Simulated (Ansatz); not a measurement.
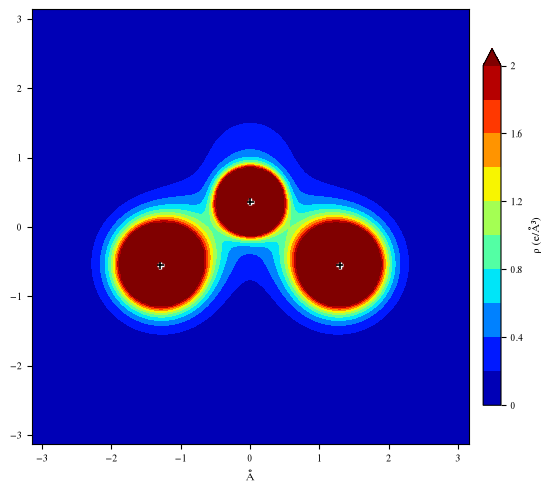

The electron density on a plane through atoms (crosses mark nuclei in the plane).

Computed with isolated molecule in a Gaussian basis; Kohn-Sham density functional theory, functional PBE0 (Ansatz 0.2.0).

Candidates:
A. CH2AlN (SMILES [C-]#[N+][AlH2])
B. SiF4 (SMILES F[Si](F)(F)F)
C. CH8GaN (SMILES [CH3][GaH2-][NH3+])

Which candidate gave the map?

Answer. Candidate B: SiF4 on the plane of atoms F2, Si5 and F4, which holds F and Si. Si–F (1.59 Å): ρ is about 1.2 e/Å³ halfway.
